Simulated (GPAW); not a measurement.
# Work function of TiSi2N4 monolayer at several levels, part 3 of 3

Wanted: work functions and dipole of TiSi2N4 monolayer, with the cost of each level. Where a layer proves gapped, the work function hangs on where the smearing puts the Fermi level, and the band edges take its place.

GPAW 26.7.0; GPAW, PAW setups; layer in a repeated cell with vacuum, relaxation of atoms and in-plane cell (the session's first sound run).

So far, upper work function (eV): step 3 (the slab's potential, PBE, GPAW) 6.10; step 7 (self-consistent run: xc = "RPBE") 5.95; step 8 (self-consistent run: xc = "vdW-DF2", GPAW, PAW setups, GPAW) 6.53; step 9 (real-space grid: mode = "fd", PBE, GPAW) 6.16; step 10 (atomic orbitals: mode = "lcao", PBE, GPAW) 6.06.

## 11. The ladder

Times are for 1 thread of Intel Xeon Platinum 8488C (Sapphire Rapids), shared host. The runs compared:

```
no.         run  upper ionisation energy (eV)     time  memory (GiB)
  1          pw                         6.739     40 s          0.24
  2  optPBE vdW                         6.983     53 s          0.39
  3         LDA                         7.048     39 s          0.25
  4      revPBE                         6.619     41 s          0.24
  5        RPBE                         6.612     43 s          0.25
  6     vdW DF2                         7.177     54 s           0.4
  7          fd                         6.782  1.8 min          0.45
  8        lcao                         6.678  3.3 min          0.27
```

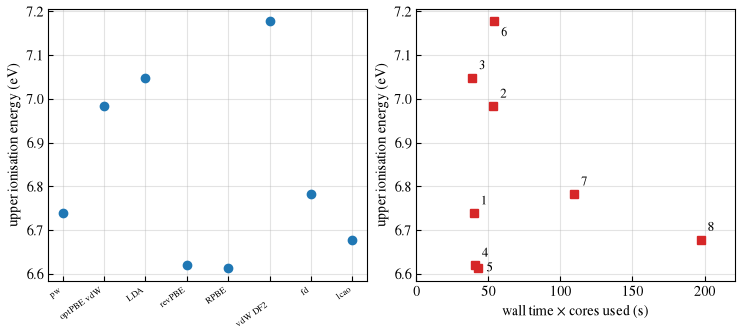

The series as plots; the last panel sets the first result against cost, with the runs numbered as in the table.

## 12. Side by side

Results and costs are gathered.

This step: comparison of work functions, dipole and cost (GPAW 26.7.0).

Ladder, by row:

```
      step  code  work function, upper (eV)  work function, lower (eV)  dipole (e Å)  wall time (s)  peak memory (GiB)  threads
        pw  GPAW                      6.105                      6.107       7.95e-5           39.8               0.24        1
optPBE-vdW  GPAW                      6.337                       6.34       7.98e-5          53.08               0.39        1
       LDA  GPAW                      6.477                      6.479       7.95e-5          38.89               0.25        1
    revPBE  GPAW                      5.965                      5.967       7.97e-5          40.59               0.24        1
      RPBE  GPAW                      5.952                      5.955       7.97e-5          42.62               0.25        1
   vdW-DF2  GPAW                      6.527                       6.53       8.00e-5          53.83                0.4        1
        fd  GPAW                      6.159                      6.162       1.01e-4          109.3               0.45        1
      lcao  GPAW                      6.064                      6.066       1.01e-4          197.2               0.27        1
```

## 13. A changed run

One more run, with changed settings.

This step: GPAW, PAW setups; slab in vacuum (GPAW 26.7.0).

run.py reads:

```python
import json
import numpy as np
from ase import Atoms
from gpaw import GPAW, PW

slab = Atoms(
    ['N', 'Si', 'N', 'Ti', 'N', 'Si', 'N'],
    positions=[
        [0.00000, -0.00000, 7.00000],
        [0.00000, 1.67966, 7.53211],
        [0.00000, 1.67966, 9.29153],
        [0.00000, -0.00000, 10.47960],
        [0.00000, 1.67966, 11.66767],
        [0.00000, 1.67966, 13.42710],
        [0.00000, -0.00000, 13.95921]],
    cell=[[2.90927, 0.0, 0.0], [-1.45463, 2.5195, 0.0], [0.0, 0.0, 20.9592]],
    pbc=[True, True, False])

slab.calc = GPAW(mode=PW(500), xc='PBE', kpts={'size': (1, 1, 1), 'gamma': True},
                 occupations={'name': 'fermi-dirac', 'width': 0.05}, nbands='200%',
                 convergence={'density': 1e-05}, maxiter=100,
                 poissonsolver={'dipolelayer': 'xy'},
                 symmetry={'tolerance': 1e-3}, txt='slab.txt')
result = {}
energy = slab.get_potential_energy()
fermi = slab.calc.get_fermi_level()
v = slab.calc.get_electrostatic_potential().mean((0, 1)) - fermi
n = slab.calc.get_pseudo_density().mean((0, 1))
L = slab.cell[2, 2]
z = np.arange(len(v)) * L / len(v)
low, high = slab.positions[:, 2].min(), slab.positions[:, 2].max()
below, above = np.interp([low - 4.8, high + 4.8], z, v)
slopes = [np.interp(x, z, np.gradient(v, z)) for x in (low - 4.8, high + 4.8)]
eps = np.array([[slab.calc.get_eigenvalues(k, s) for k in range(len(slab.calc.get_ibz_k_points()))]
                for s in range(slab.calc.get_number_of_spins())]) - fermi
top, bottom = eps[eps < 0].max(), eps[eps > 0].min()
dipole = slab.get_dipole_moment()[2]
print(f'energy {energy:.4f} eV, Fermi level {fermi:.4f} eV, dipole {dipole:.5f} e A')
print(f'potential 4.8 A off the faces, from the Fermi level: lower {below:.4f} eV, upper {above:.4f} eV')
print(f'slope of the potential there: lower {slopes[0]:.5f}, upper {slopes[1]:.5f} eV/A')
print(f'nearest levels on the mesh: {top:.4f} and {bottom:.4f} eV')
print('magnetic moment', round(slab.get_magnetic_moment(), 3))
result.update(energy=energy, fermi=fermi, dipole=dipole, below=below, above=above, slopes=slopes, edges=[top, bottom],
              z=z.tolist(), v=v.tolist(), n=n.tolist(), positions=slab.positions.tolist(),
              forces=slab.get_forces(apply_constraint=False).tolist(), moments=slab.get_magnetic_moments().tolist())
json.dump(result, open('result.json', 'w'))
```

Run with:

```sh
> OMP_NUM_THREADS=1 OPENBLAS_NUM_THREADS=1 python run.py
```

Output:

```text
energy -34.9492 eV, Fermi level 1.2758 eV, dipole 0.00008 e A
potential 4.8 A off the faces, from the Fermi level: lower 5.9742 eV, upper 5.9719 eV
slope of the potential there: lower -0.00157, upper 0.00157 eV/A
nearest levels on the mesh: -1.7558 and 1.2863 eV
magnetic moment 0.0
```

It took 5.8 s on 1 thread of Intel Xeon Platinum 8488C (Sapphire Rapids), shared host; peak memory 0.18 GiB.

The run finished. A setting was moved off its sound value on purpose, so it serves as a test and not as the result.

The fault put into the input: one k-point (kpts = [1, 1]).

Side by side:

```
                    quantity  this run  sound run  difference
    upper work function (eV)    5.9719     6.1047      -0.133
    lower work function (eV)    5.9742     6.1070      -0.133
upper ionisation energy (eV)    7.7277     6.7388       0.989
```

One result that differs is the upper ionisation energy, 7.73 eV against 6.74 eV.

## 14. Results

```json
{
 "work function, both faces (Fermi level placed in the gap by the smearing)": "6.10 eV",
 "ionisation energy from the upper face (highest filled level on the mesh)": "6.74 eV",
 "electron affinity from the upper face (lowest empty Kohn-Sham level on the mesh)": "5.37 eV",
 "dipole along the normal": "8.0e-5 e Å"
}
```

What this shows: With plane waves and PBE the ionisation energy from the upper face is 6.74 eV and the Kohn-Sham electron affinity 5.37 eV. The levels nearest the Fermi level on the mesh lie 1.37 eV apart, so the slab is gapped there: the smearing puts the Fermi level inside the gap, and from either face the ionisation energy is the work function plus 0.63 eV. Both are Kohn-Sham levels on the mesh, and semilocal gaps are too small, so the affinity tends to come out too large and the ionisation energy too small. Work functions of a gapped slab move with the place of the Fermi level in the gap; over the runs without a planted fault the highest filled level on the mesh lies 6.61 (RPBE) to 7.18 eV (vdW-DF2) under the upper vacuum level. The layer's cell and atoms come from the relaxation; spin-orbit coupling and temperature are left out.

[Logs are printed without paths, hosts, clocks, repeated set-up lines and the standing remarks that a program may print on its own settings, such as how far it seeks lower states.]

[Hosts, paths, dates, database ids (printed as entryN), source tags and the programs' standing remarks are cut or masked in the printed files.]
